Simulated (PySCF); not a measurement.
# H7N3Si, SMILES `N[SiH](N)N`: electronic structure

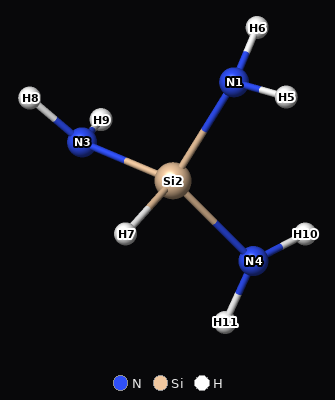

The molecule, with its atoms numbered as below. No frequency check shows the geometry to be a minimum.

Coordinates in Å:

```
N1      -0.4851    1.5798    0.1719
Si2     -0.0003   -0.0000   -0.3453
N3       1.6110   -0.3696    0.1716
N4      -1.1254   -1.2102    0.1720
H5      -1.3917    1.9060   -0.1188
H6      -0.3241    1.8514    1.1288
H7      -0.0019    0.0001   -1.8026
H8       2.3467    0.2524   -0.1194
H9       1.7659   -0.6447    1.1285
H10     -1.4408   -1.2067    1.1290
H11     -0.9545   -2.1584   -0.1189
```

### 1. Bonding charge

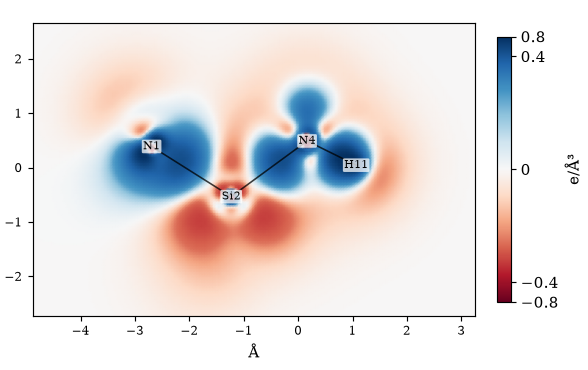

Deformation density (molecule less spherical, spin-averaged free atoms) in the plane of N1, Si2, N4 and H11; colour scale in e/Å³, logarithmic beyond ±0.1; blue: gain, red: loss.

Method: ωB97X/def2-TZVP; geometry: GFN2-xTB; program: PySCF.

> How much density has each bond in this plane gained at its critical point, relative to the free atoms?

N4–H11: +0.84 e/Å³ at the bond critical point (bond length 1.01 Å, Mayer order 0.9). Si2–N4 and N1–Si2: +0.16 e/Å³ at the bond critical point (bond length 1.73 Å, Mayer order 1.1). In all, 2.7 electrons gather in the regions of gain relative to the promolecule.

> Where do the Hirshfeld charges lie?

The highest Hirshfeld charge is on Si2 (+0.45 e), the lowest on N1, N3 and N4 (−0.34 e).

| atom | charge (e) |
| --- | --- |
| N1 | −0.34 |
| Si2 | +0.45 |
| N3 | −0.34 |
| N4 | −0.34 |
| H5 | +0.12 |
| H6 | +0.11 |
| H7 | −0.10 |
| H8 | +0.12 |
| H9 | +0.11 |
| H10 | +0.11 |
| H11 | +0.12 |

### 2. Bond critical points

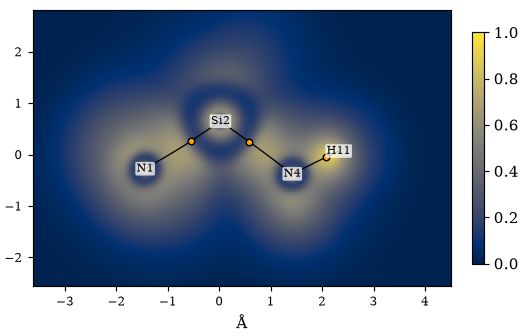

Localised orbital locator (LOL) in the plane of N1, Si2, N4 and H11, with bond paths and bond critical points (dots).

> Rank the bonds in the plane by LOL at their critical points.

N4–H11: about 0.88; Si2–N4 and N1–Si2: about 0.34. Values above 0.5 mark slow, localised electrons, as in shared pairs; low values at a critical point mark a polar or closed-shell contact whose critical point lies between the shells.

> Where along N4–H11 does the critical point lie?

0.74 Å from N4 and 0.27 Å from H11.

### 3. Local ionisation energy

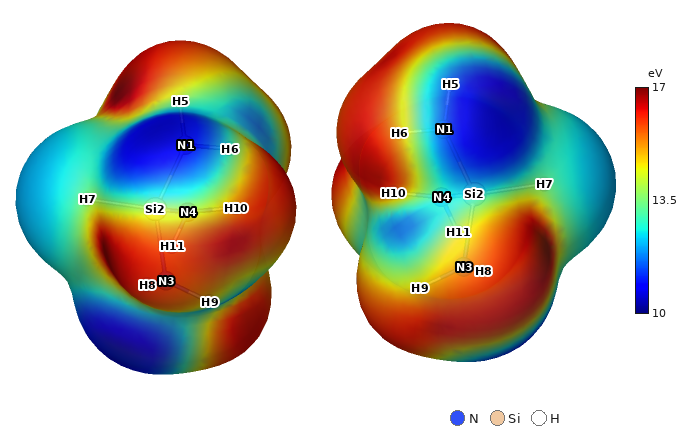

Average local ionisation energy on the surface of electron density 0.001 a.u. (back view left, front view right).

> Locate the minima of the map.

The lowest value is 10.5 eV, 2.1 Å from N3, and at like points elsewhere. Further minima include 11.7 eV, near H8 (1.92 Å), H9 (1.93 Å) and N3 (2.05 Å), and at like points elsewhere. For comparison, the highest occupied orbital lies at −9.6 eV.

### 4. In an electric field

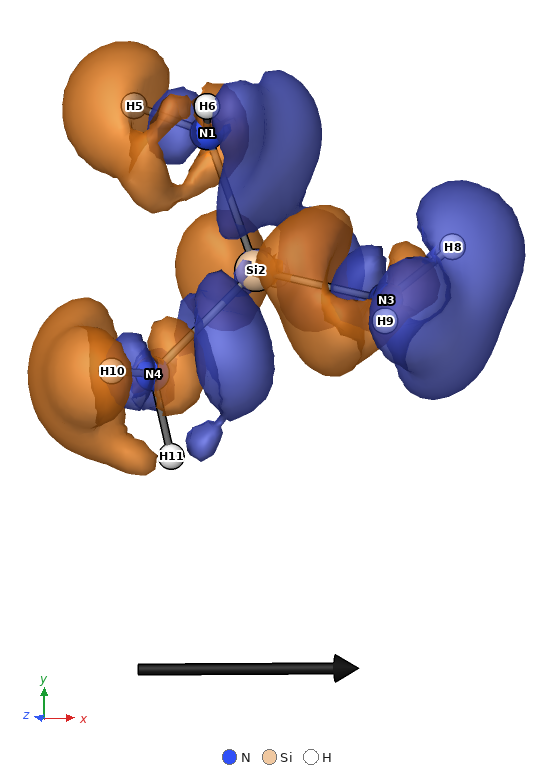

Change of the electron density in a uniform field of 0.21 V/Å along +x (arrow), surfaces at ±0.0015 e/Å³ (orange: gain, blue: loss).

Level of theory: ωB97X/def2-TZVP (PySCF), at a geometry from GFN2-xTB. A basis without diffuse functions makes polarisabilities too small.

> How large is the response?

The induced dipole is 0.49 D (along the field); α along this axis, from the fields in both directions, is 48 bohr³ (7.1 Å³).

> Which atoms gain and lose the most charge?

Electrons gather most on H5 (Hirshfeld charge changes by −0.006 e) and leave H8 most (+0.007 e); 0.048 electrons are displaced in all.

### 5. Removing or adding an electron

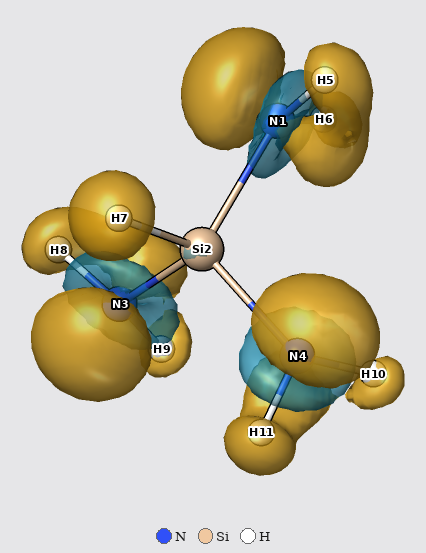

Fukui function f⁻ = ρ(N) − ρ(N−1) at fixed geometry, surfaces at ±0.03 e/Å³ (yellow positive, teal negative).

Level of theory: ωB97X/def2-TZVP (PySCF), at a geometry from GFN2-xTB.

> Which atoms respond most to the removal of an electron?

f⁻ (Hirshfeld-condensed) is largest on N1, N3 and N4 (0.15 each) and Si2 (0.10); the vertical ionisation energy is 9.67 eV (the stability of the cation's solution wasn't checked). Condensed values hint at sites of electrophilic attack but needn't mark the atom that reacts. Shares this close don't rank the sites. Orbital relaxation makes it negative in places (0.16 e in all).
